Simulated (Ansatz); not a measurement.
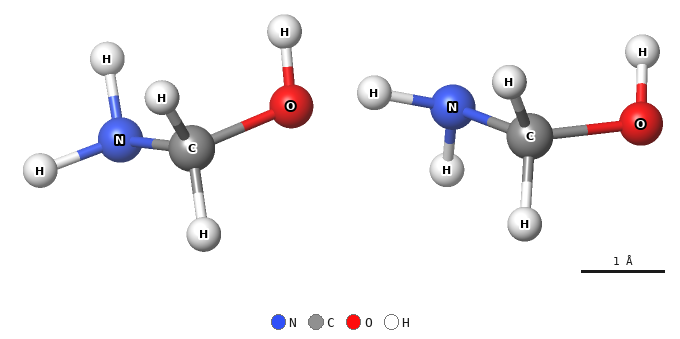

Two geometries of CH$_{5}$NO, drawn at one scale. One is the start of a relaxation, the other its converged end. A ball-and-stick model, seen from a free direction.

Computed with Ansatz, RKS BLYP-D4/def2-SVP. (no spin polarisation; force threshold 0.015 eV/Å; at most 40 steps)

Which one is relaxed?

Answer. The right one is the relaxed one. The run prepares an end point of a later path (torsion) calculation, from a guessed geometry. An H atom moves most after the best rigid fit: 1.19 Å. By element the largest moves are H 1.19 Å, N 0.43 Å, O 0.27 Å, C 0.17 Å. Some distances before and after: H–O 0.905 → 0.980 Å, C–N 1.411 → 1.460 Å, H–N 1.077 → 1.029 Å, C–O 1.382 → 1.417 Å. Bond angles that change, for instance: N–C–O 103.9° → 110.5°, N–C–H 112.0° → 106.8°, O–C–H 109.7° → 104.7°. Groups turn about C–N by about 100°, C–O by about 35°. Over 13 accepted moves (15 points after the start) the energy falls by 0.636 eV. The largest force component goes from 3.8 to 0.012 eV/Å. The line search rejected the trial steps at points 4, 12 of the run. The run took 28 s on 1 thread of Arm Neoverse V1, with other jobs on the host, peak memory 0.23 GiB.
